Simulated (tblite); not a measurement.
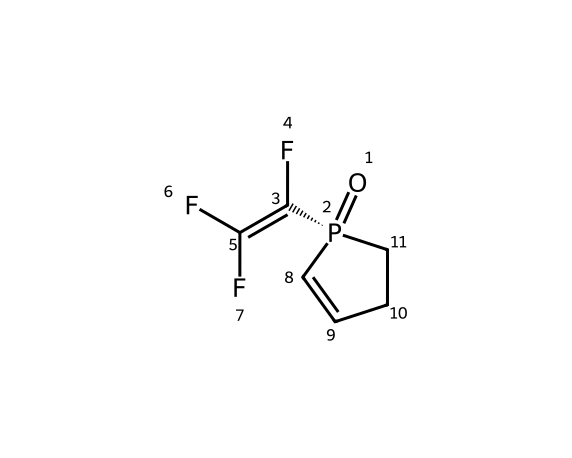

Skeletal drawing with numbered atoms; wedges and dashes mark any stereocentres. The configuration is that of a computed structure (GFN2-xTB).

**Assign CIP descriptors.**

P2: S.
